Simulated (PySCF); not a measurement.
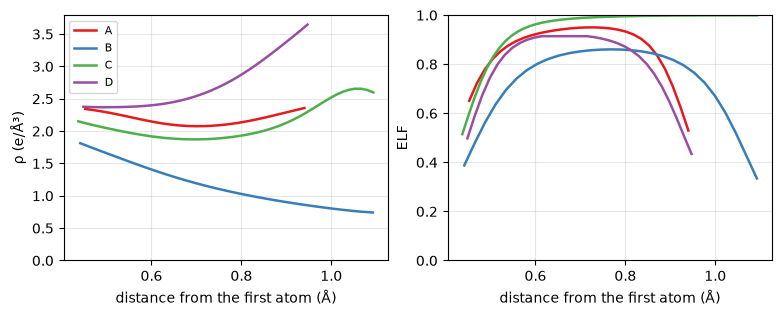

Figure. C₇H₉NSi (SMILES c1cc([SiH]2CC2)ccn1). Total electron density and ELF along straight lines between neighbouring atoms. The curves leave out the atomic cores.

Geometry: PBE0-D3(BJ)/def2-SVP.

All numbers below come from PBE0/pcSseg-1, SCF density, gas phase, non-relativistic in PySCF 2.14.0.

```yaml
atoms:
  - { symbol: C, position_ang: [-2.6230, -1.5055, -0.8401] }
  - { symbol: C, position_ang: [-1.2564, -1.7839, -0.7955] }
  - { symbol: C, position_ang: [-0.3564, -0.7552, -0.4900] }
  - { symbol: Si, position_ang: [1.4822, -1.0616, -0.4135] }
  - { symbol: C, position_ang: [2.6509, 0.3494, -0.7319] }
  - { symbol: C, position_ang: [2.5245, -0.0493, 0.7479] }
  - { symbol: C, position_ang: [-0.9059, 0.5111, -0.2443] }
  - { symbol: C, position_ang: [-2.2866, 0.6808, -0.3144] }
  - { symbol: N, position_ang: [-3.1364, -0.3019, -0.6062] }
  - { symbol: H, position_ang: [-3.3367, -2.3032, -1.0783] }
  - { symbol: H, position_ang: [-0.9064, -2.7998, -0.9994] }
  - { symbol: H, position_ang: [1.8803, -2.4516, -0.7473] }
  - { symbol: H, position_ang: [3.6128, 0.1550, -1.2188] }
  - { symbol: H, position_ang: [2.2278, 1.3194, -1.0193] }
  - { symbol: H, position_ang: [3.4048, -0.5070, 1.2128] }
  - { symbol: H, position_ang: [2.0268, 0.6661, 1.4131] }
  - { symbol: H, position_ang: [-0.2711, 1.3673, 0.0006] }
  - { symbol: H, position_ang: [-2.7276, 1.6665, -0.1241] }
```

Which curve belongs to which contact (C–C, C–H, C–N and C–Si)? The first atom named is at distance zero.

Answer. Curve A: C–C (1.39 Å): the density is about 2.1 e/Å³ at the midpoint; the ELF peaks at about 0.95 between the atoms: localised, covalent bonding. Curve B: C–Si (1.86 Å): ρ is about 0.87 e/Å³ halfway; the ELF peaks at about 0.85 between the atoms; a covalent bond. Curve C: C–H (1.09 Å): ρ at the midpoint is about 2 e/Å³; the ELF climbs to about 1 towards the hydrogen, as it does in any bond to H: an ordinary covalent bond to hydrogen. Curve D: C–N (1.33 Å): ρ is about 2.5 e/Å³ halfway; the ELF peaks at about 0.90 between the atoms, as expected for a covalent bond.
